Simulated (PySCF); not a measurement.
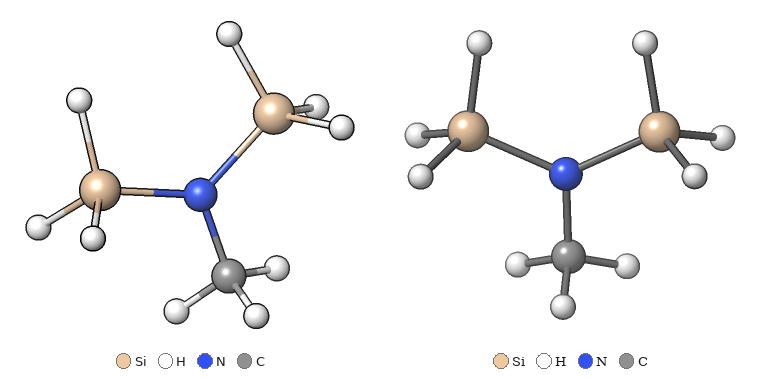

The same structure drawn twice, from different directions.

Computed geometry: PBE0-D3(BJ)/def2-SVP optimisation. No frequency run is at hand to confirm it as a minimum.

**Give the formula.**

CH₉NSi₂, 13 atoms: 1 carbon, 9 hydrogen, 1 nitrogen and 2 silicon.

**Does it have rings?**

It has no ring.

**How many bonds of each kind are drawn?**

6 Si–H, 3 C–H, 2 N–Si, 1 C–N.

More results for the same structure follow; atom numbers are the same in all pictures, views and colours differ.

## Dipole moment

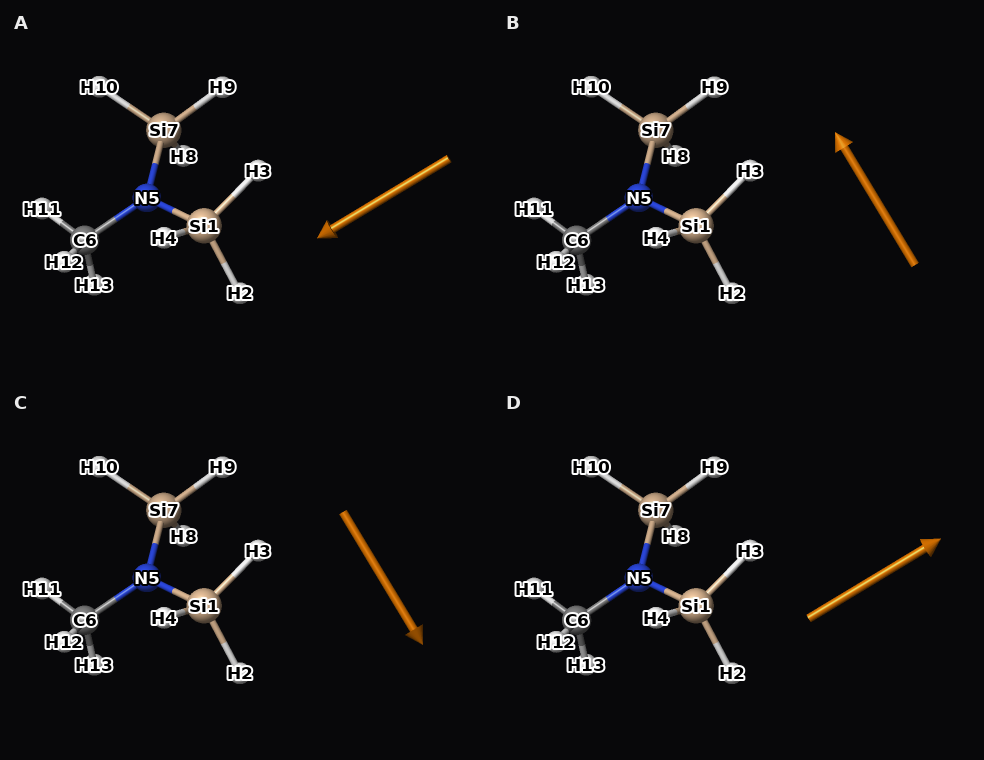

The same molecule four times, each with an arrow. No frequency run is at hand to confirm it as a minimum. Properties computed with PBE0/pcSseg-1, gas phase (PySCF 2.14.0).

**Which arrow points along the dipole moment, from the negative to the positive end?**

A. The dipole moment is 0.81 D; it points from the side of H3, H9 to the side of H11, H12, H13 (the outermost atoms at the two ends).

## NMR shielding

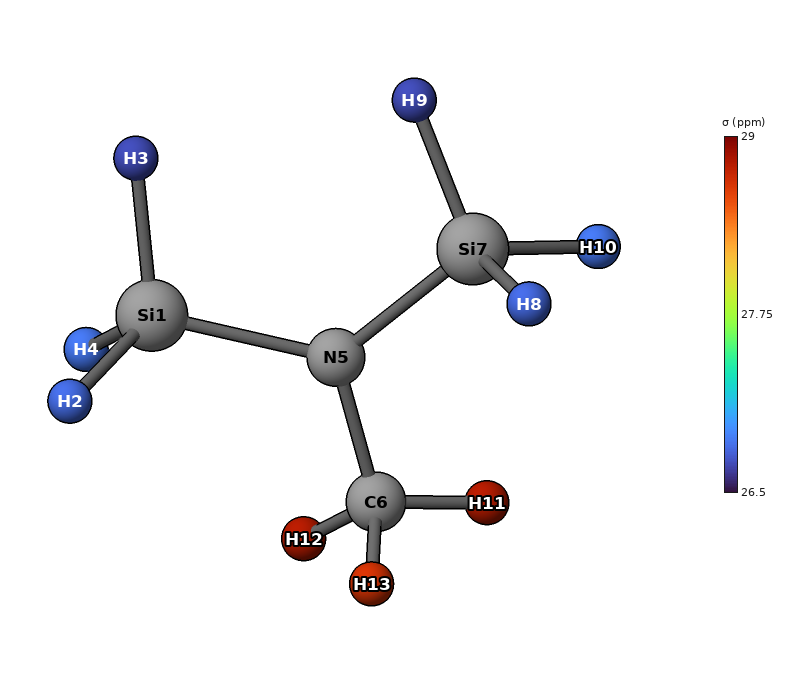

Atoms are coloured by their isotropic NMR shieldings (H only, the others grey). No frequency run is at hand to confirm it as a minimum. Level of theory: GIAO ωB97X-D/pcSseg-1 NMR shielding, non-relativistic, gas phase (PySCF 2.14.0).

**Which H atom is the most shielded (lowest chemical shift)?**

H11, H12 (28.80 ppm).

**Which H atom is the least shielded (highest chemical shift)?**

H3, H9 (26.71 ppm).

**How wide is the range of H shifts?**

2.09 ppm.

Give the isotropic NMR shieldings of the H atoms atom by atom.

```csv
atom,σ (ppm)
H2,26.83
H3,26.71
H4,26.87
H8,26.82
H9,26.71
H10,26.87
H11,28.80
H12,28.80
H13,28.67
```

## Charges

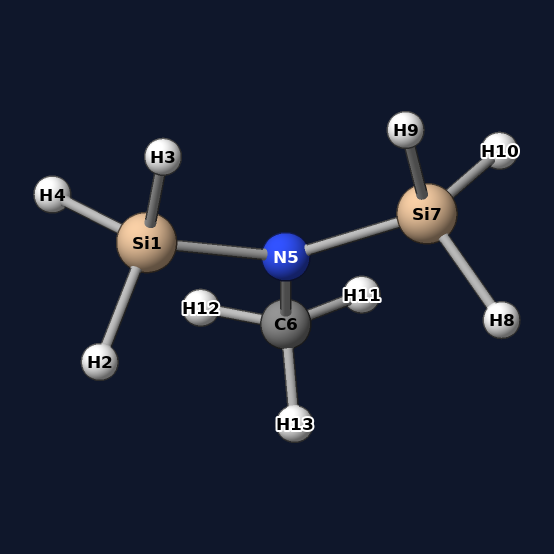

The questions are on Mulliken charges. No frequency run is at hand to confirm it as a minimum. Method: PBE0/pcSseg-1, gas phase (PySCF 2.14.0).

**Which atom carries the highest charge (most positive or least negative)?**

Si1, Si7 (0.62 e).

**And the lowest?**

N5 (−0.94 e).

Give the Mulliken charges atom by atom.

```
atom  value (e)
 Si1       0.62
  H2      −0.10
  H3      −0.10
  H4      −0.10
  N5      −0.94
  C6      −0.07
 Si7       0.62
  H8      −0.10
  H9      −0.10
 H10      −0.10
 H11       0.12
 H12       0.12
 H13       0.12
```

Mulliken values depend strongly on the basis set and can even reverse the polarity of a bond.
